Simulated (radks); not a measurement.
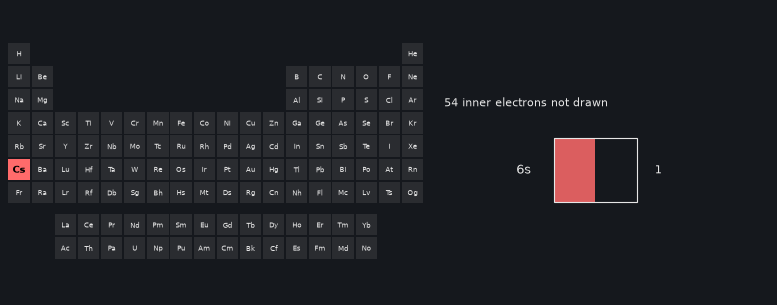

*Left, the place of caesium in the periodic table; right, the outer shells as the input fills them: a box for each of the 2l + 1 orbitals, shaded by the share of the shell that is filled, with the electron count at the right.*

# Atomic calculation for Cs

System: the neutral caesium atom in the configuration [Xe] 6s1.
Method: Dirac Kohn-Sham, PBE, spin-unpolarised, spherical densities, finite nucleus (the in-house radial solver radks).

Input file:
```
Z 55
configuration [Xe] 6s1
relativity Dirac
functional pbe,pbe
spin unpolarised
j_filling energy
nucleus finite rms 4.8041 fm
c 137.035999084
threshold 1e-05
max_iterations 86
```

Energies in input and log are in hartree, lengths in bohr (the nuclear radius in fm).

Hardware: 1 thread of Intel Xeon, 163 GiB of memory available, shared host.

The run was one of a batch that the task file lists, launched with:
```bash
python <driver script> task.json out
```

Log:
```
1s1/2   1   2.0000       -1314.46781365
2s1/2   1   2.0000        -206.11372039
2p1/2   1   2.0000        -193.91034576
2p3/2   1   4.0000        -180.96483689
3s1/2   1   2.0000         -42.85067666
3p1/2   1   2.0000         -37.75203703
3p3/2   1   4.0000         -35.27119114
3d3/2   1   4.0000         -26.31151455
3d5/2   1   6.0000         -25.78484711
4s1/2   1   2.0000          -8.08581762
4p1/2   1   2.0000          -6.25606058
4p3/2   1   4.0000          -5.75009849
4d3/2   1   4.0000          -2.77516292
4d5/2   1   6.0000          -2.69120872
5s1/2   1   2.0000          -0.98101090
5p1/2   1   2.0000          -0.53807071
5p3/2   1   4.0000          -0.47820207
6s1/2   1   1.0000          -0.07664788
Etot -7789.9785486380715
Ekin 8295.063929894404
Encl -18942.198389235797
Eh 3049.825291700869
Exc -192.6693809975481
err 7.942345846227133e-06
it 9
```

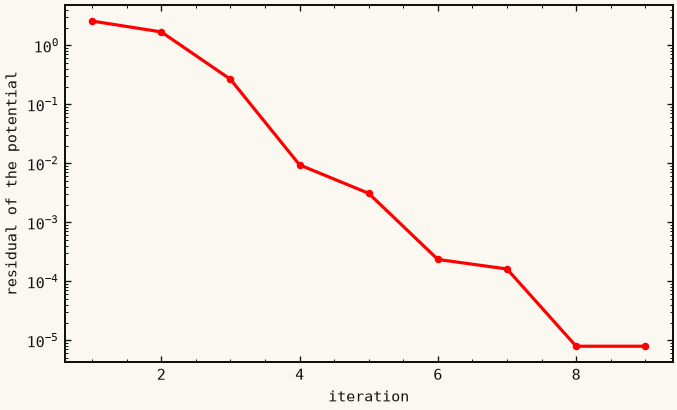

*Convergence: residual of the potential against the iteration.*

The residual falls almost steadily, with no more than small rises or pauses. It goes from 2.6 to 7.9×10⁻⁶ in 9 steps.

What the run reported:

- outcome: converged
- total energy: −7789.9785 hartree
- kinetic energy: 8295.0639 hartree
- electron–nucleus energy: −18942.1984 hartree
- Hartree energy: 3049.8253 hartree
- exchange–correlation energy: −192.669381 hartree
- radius at density 0.001 e/bohr³: 4.72 bohr
- SCF iterations: 9

What is odd here:

A numerical setting was moved from its usual value: convergence threshold tolx = 1e-05. The program ran to the end, and its total energy equals that of the same run with the usual input (−7789.97855 hartree) within 10⁻⁵ hartree, so the oddity leaves no trace in it.
